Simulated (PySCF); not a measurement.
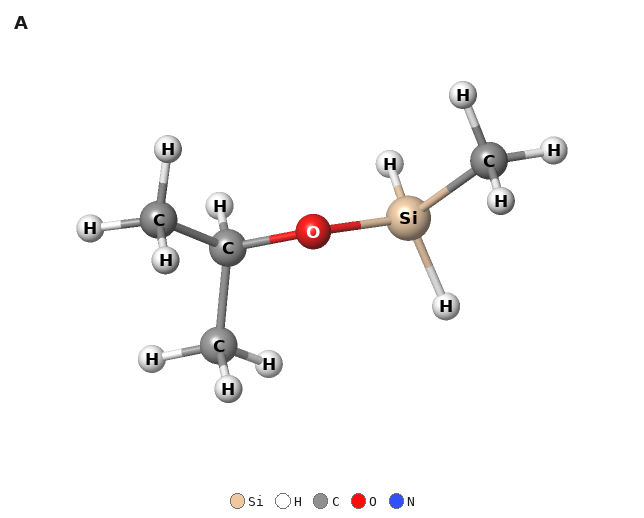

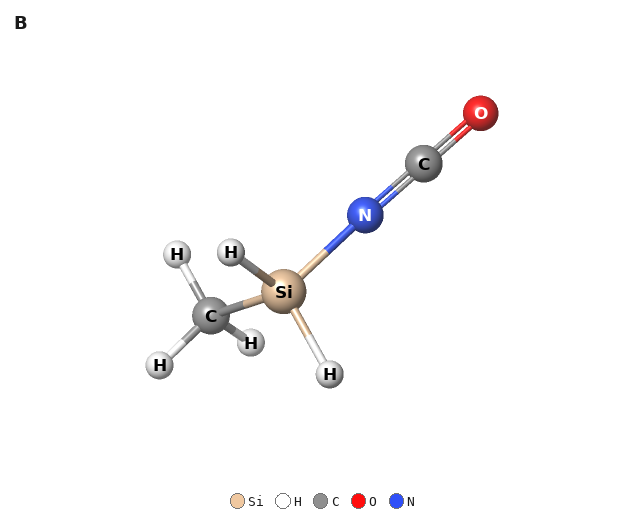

Two related species, optimised with PBE0-D3(BJ)/def2-SVP; properties computed with PySCF 2.14.0. Both: charge 0, singlet.

**What are A and B?**

A is SiH2Me(OiPr) (C[SiH2]OC(C)C), B is SiH2Me(NCO) (C[SiH2]N=C=O).

Compare them. With ωB97X-D/def2-SVPD: dipole moment (D), HOMO–LUMO gap (eV), HOMO energy (Kohn–Sham orbital) (eV), lowest vertical singlet excitation (eV), mean static polarisability (bohr³). With PBE0/pcSseg-1: shielding of Si (ppm), Hirshfeld charge of Si (e), IAO charge of Si (e). With PBE0-D3(BJ)/def2-SVP: mean Si–C length (Å), mean Si–H length (Å).

```
                               quantity      A       B
                      dipole moment (D)   0.45    2.83
                     HOMO–LUMO gap (eV)  12.03   12.22
   HOMO energy (Kohn–Sham orbital) (eV)  −9.74  −10.38
lowest vertical singlet excitation (eV)   7.55    7.35
     mean static polarisability (bohr³)   81.0    60.9
                  shielding of Si (ppm)  364.0   394.7
             Hirshfeld charge of Si (e)   0.40    0.41
                   IAO charge of Si (e)   0.99    0.93
                   mean Si–C length (Å)  1.864   1.866
                   mean Si–H length (Å)  1.500   1.492
```

Each is one conformer, and no frequency run is at hand to confirm it as a minimum.
